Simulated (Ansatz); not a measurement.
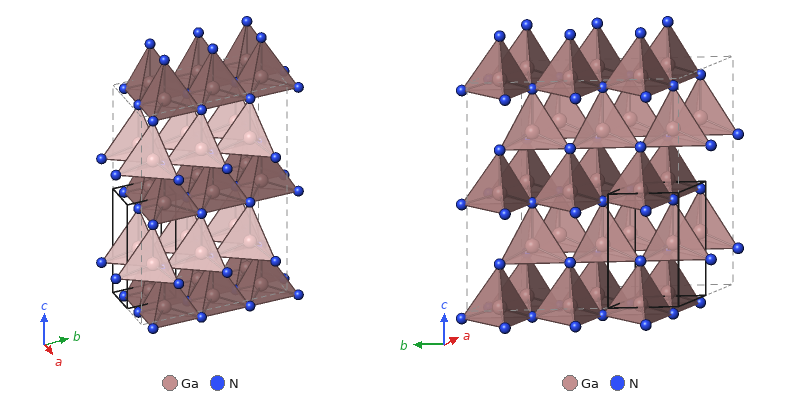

Polyhedra are drawn about Ga (bonds: Ga–N below 2.2 Å); other atoms are plain spheres. Two views of the same piece.

The compound is GaN (space group P6_3mc, No. 186), taken as the input geometry of an electronic-structure calculation (not necessarily at equilibrium).

Sharing among the drawn polyhedra:

```json
{"site": "Ga", "polyhedron": "GaN4 tetrahedron", "corner-sharing neighbours": "12", "edge-sharing": "0", "face-sharing": "0", "bond (Å)": "1.95–1.95"}
```

They form a three-dimensional framework of corner-sharing tetrahedra.
